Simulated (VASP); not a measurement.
Band structure of TiN (rock salt). All values below come from AM05 GGA, VASP's PBE PAW potentials (set 64) (plane waves; VASP).

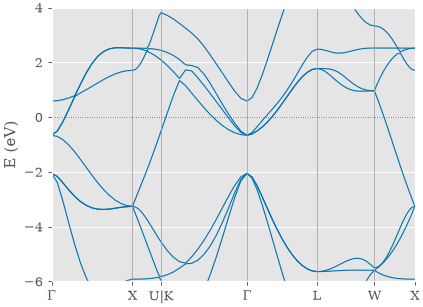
Figure: Bands along high-symmetry lines, zero at the valence-band maximum or, without a gap, the Fermi level

Problem. Read the plot: is there a gap, and where are the band edges?

Solution. It has no gap at this level: it comes out as a metal or semimetal. (Edges off the drawn lines would not show.)

The compound is TiN in the rock salt structure. It was relaxed first. The electron count is odd and the run is not spin-polarised, which forces a metal.
